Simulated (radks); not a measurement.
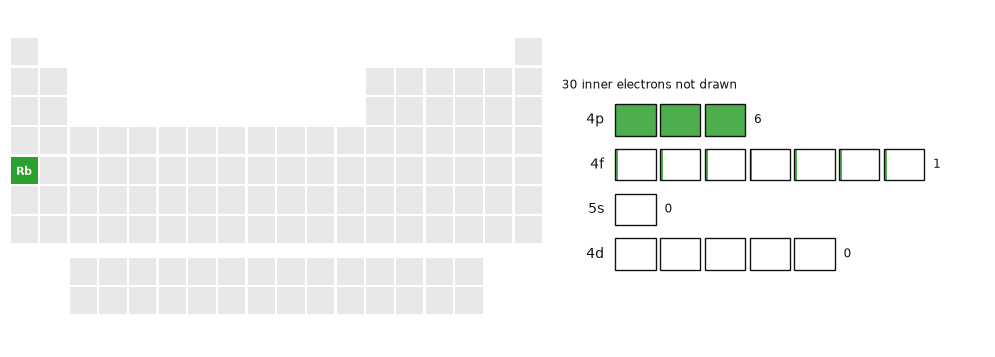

Fig. 1: Left, the place of rubidium in the periodic table; right, the outer shells as the input fills them: a box for each of the 2l + 1 orbitals, shaded by the share of the shell that is filled, with the electron count at the right.

Atomic calculation, with input and output: Rb

Rb, configuration [Kr] 4f1 5s0 4d0. Level asked for: scalar-relativistic Kohn-Sham, exchange-only PBE, spin-polarised, spherical densities, finite nucleus (radks).

Input file:
```
Z 37
configuration [Kr] 4f1 5s0 4d0
relativity scalar-relativistic
functional pbe,
spin polarised
nucleus finite rms 4.2036 fm
c 137.035999084
```

Energies in input and log are in hartree, lengths in bohr (the nuclear radius in fm).

Output:
```
1s      1   1.0000        -552.62167764
2s      1   1.0000         -73.90919685
2p      1   3.0000         -65.53636145
3s      1   1.0000         -11.04730002
3p      1   3.0000          -8.36276501
3d      1   5.0000          -3.92239647
4s      1   1.0000          -1.27795047
4p      1   3.0000          -0.69204470
4f      1   1.0000          -0.01374276
5s      1   0.0000          -0.25642598
4d      1   0.0000          -0.22705046
1s      2   1.0000        -552.62167826
2s      2   1.0000         -73.90919720
2p      2   3.0000         -65.53636203
3s      2   1.0000         -11.04730081
3p      2   3.0000          -8.36276591
3d      2   5.0000          -3.92239754
4s      2   1.0000          -1.27795448
4p      2   3.0000          -0.69203957
4f      2   0.0000          -0.03339339
5s      2   0.0000          -0.25642598
4d      2   0.0000          -0.22705046
Etot -2979.2616031967113
Ekin 3052.8452070023213
Encl -7177.956212295164
Eh 1244.612734591693
Exc -98.76333249556188
err 4.6869764254270466e-05
it 170
```

Outcome:

- outcome: not converged
- total energy: −2979.2616 hartree
- kinetic energy: 3052.8452 hartree
- electron–nucleus energy: −7177.9562 hartree
- Hartree energy: 1244.6127 hartree
- exchange–correlation energy: −98.763332 hartree
- SCF iterations: 170
- hardware: 1 CPU thread, shared host
- wall time: 1.6 s

Diagnosis:

The run did not meet its convergence test in 170 iterations, so its last values are not results.
